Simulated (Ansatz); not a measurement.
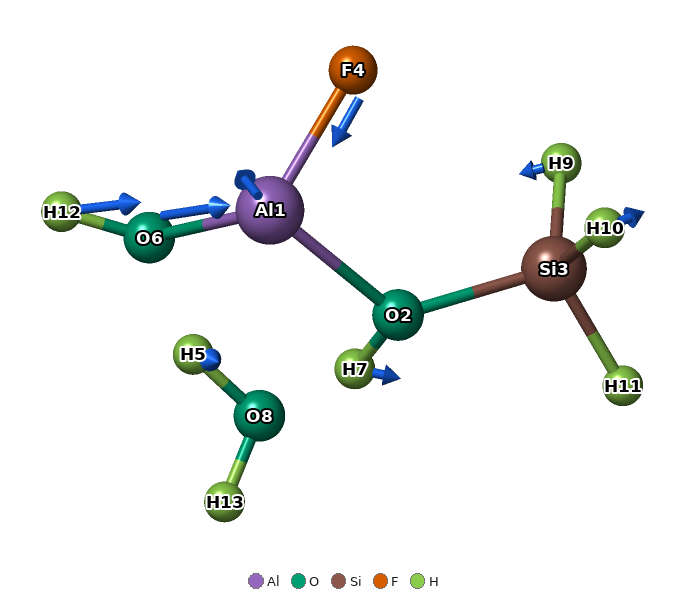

The arrows show one normal mode. The species is neutral and a spin doublet. Harmonic vibrations computed with UKS PBE0-D4/def2-TZVP (Ansatz 0.2.0) at a stationary point of the same level.

> Describe the motion.

Mostly Al–O stretching.

> At what wavenumber does it lie?

665 cm⁻¹; it is mode 14 of 33 counted from the lowest.
